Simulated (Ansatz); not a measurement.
CH6Ge···HCl

```xyz
10

Ge   -0.6650   -0.8185    0.4834
Cl    3.0933    0.2574   -0.8690
H    -1.3027   -1.8410   -0.4707
H    -1.3902   -0.8646    1.8380
C    -0.6904    0.9757   -0.2770
H     2.2467   -0.4090   -0.1676
H     0.7966   -1.2685    0.7332
H    -1.7198    1.2925   -0.4491
H    -0.2155    1.6824    0.4044
H    -0.1531    0.9936   -1.2256
```

The product side of a reaction path; geometry: PBE0-D4/def2-TZVP; a saddle point, not a minimum.

Method: RKS PBE0-D4/def2-TZVPP (Ansatz 0.2.0).

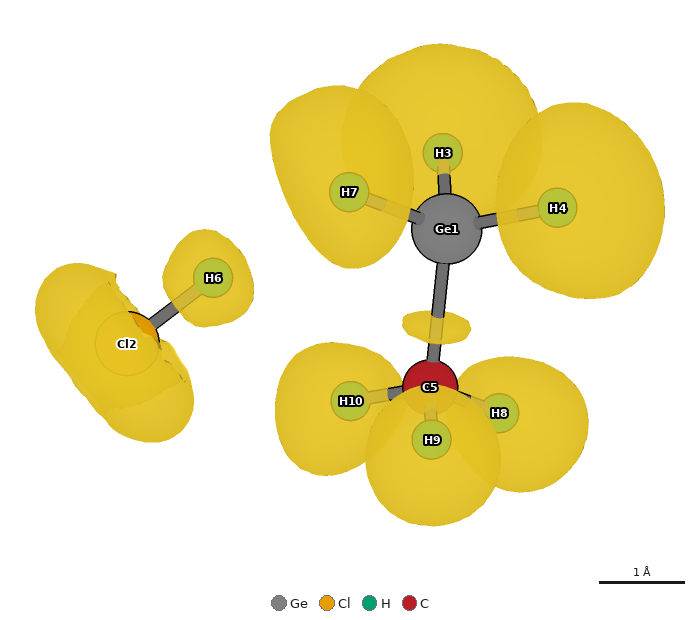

Figure 1. Isosurface of the ELF at 0.85 (yellow), seen at a tilt. Only the valence region is drawn (cores and ρ < 0.01 e/Å³ removed).

**Describe the localisation domains.**

The surface consists of one region between bonded C–Ge atoms (shared pairs), seven regions around hydrogen nuclei and one ring or bowl of non-bonding electrons around Cl. Along the contacts the grid gives the following. H6···H7 (1.91 Å): the ELF dips to about 0.10 between them. C–Ge (1.95 Å): the ELF peaks at about 0.90 in the valence shell of C, 0.7 Å from its nucleus, and is about 0.70 at the midpoint.

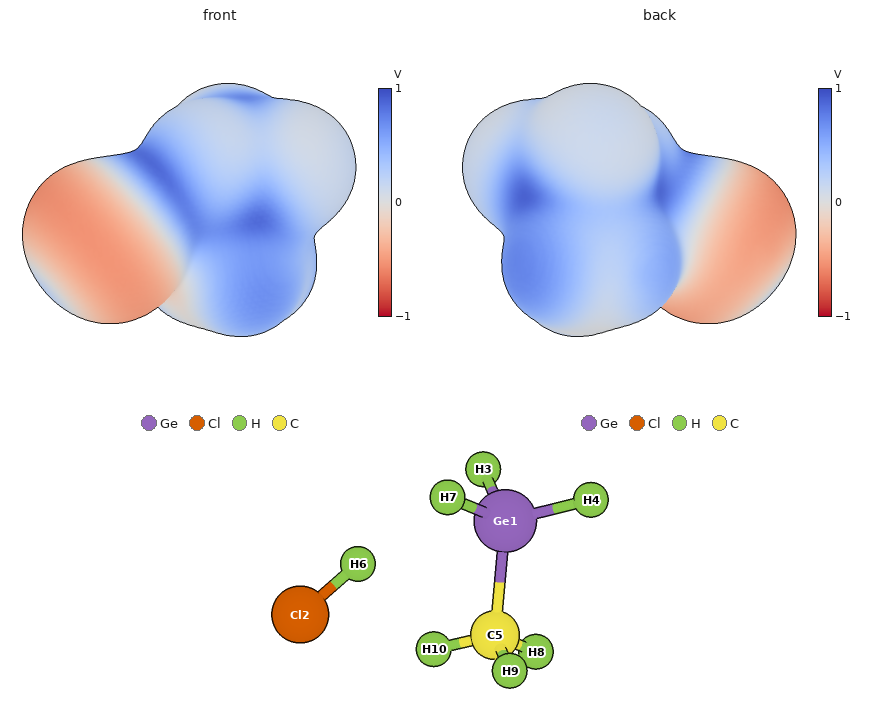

Figure 2. The molecular electrostatic potential painted on the density surface at 0.001 e/bohr³, seen from the front and from behind; the colour scale runs from red (negative) to blue (positive). The bare structure is drawn below in the same view.

**Which sites attract a positive test charge, and which a negative one?**

A positive charge is drawn to the negative regions and a negative charge to the positive ones. The most negative region (about −0.5 V) lies over Cl2, the most positive (about +0.8 V) over Ge1 and H6. Cl2 shows a σ-hole: about +0.2 V at the tip opposite its bond, against about −0.5 V on its flanks.

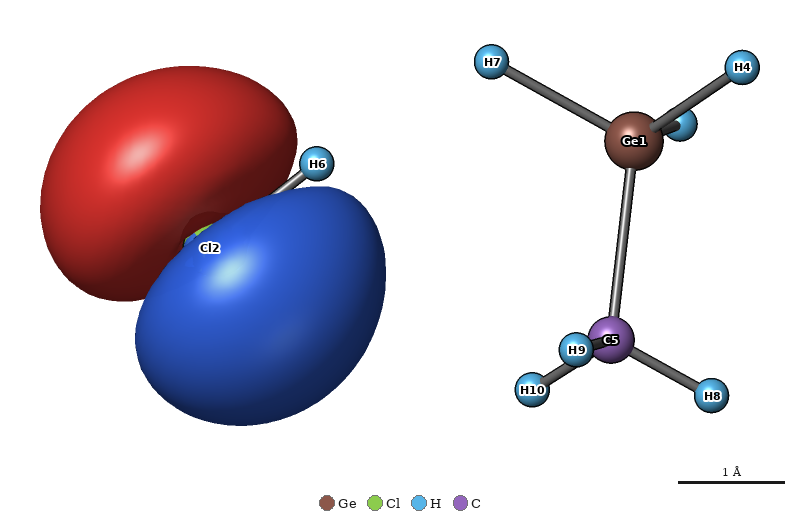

Figure 3. The HOMO−1 at ±0.1 Å⁻³ᐟ² (red and blue are the two phases), seen at a tilt.

**Describe this orbital and give its energy.**

Its weight (Hirshfeld) is mainly on Cl2 (about 95 %); largely a lone pair of Cl2. Its energy is −9.28 eV.

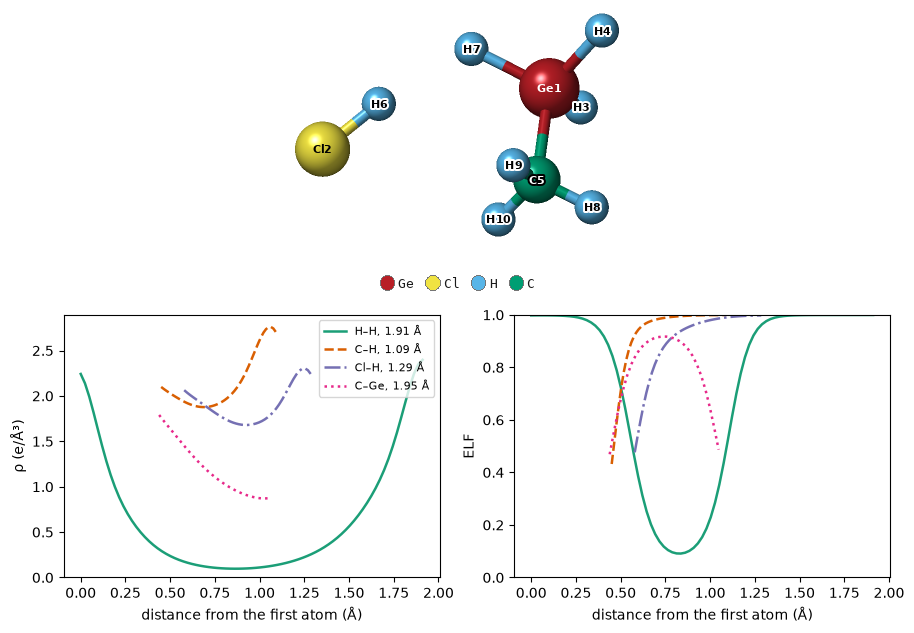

Figure 4. Total electron density and electron localisation function along straight lines between neighbouring atoms. The curves leave out the atomic cores. The structure is drawn too.

**Compare the contacts.**

H6···H7 (1.91 Å): the density falls to about 0.1 e/Å³ on the way; the ELF dips to about 0.10 between them.
C–H (1.09 Å): ρ at the midpoint is about 2 e/Å³; the ELF climbs to about 1 towards the hydrogen, as it does in any bond to H: an ordinary covalent bond to hydrogen.
Cl–H (1.29 Å): ρ is about 2 e/Å³ halfway; the ELF climbs to about 1 towards the hydrogen (a covalent bond by its length).
C–Ge (1.95 Å): ρ at the midpoint is about 0.88 e/Å³; the ELF peaks at about 0.90 in the valence shell of C, 0.7 Å from its nucleus, and is about 0.70 at the midpoint.
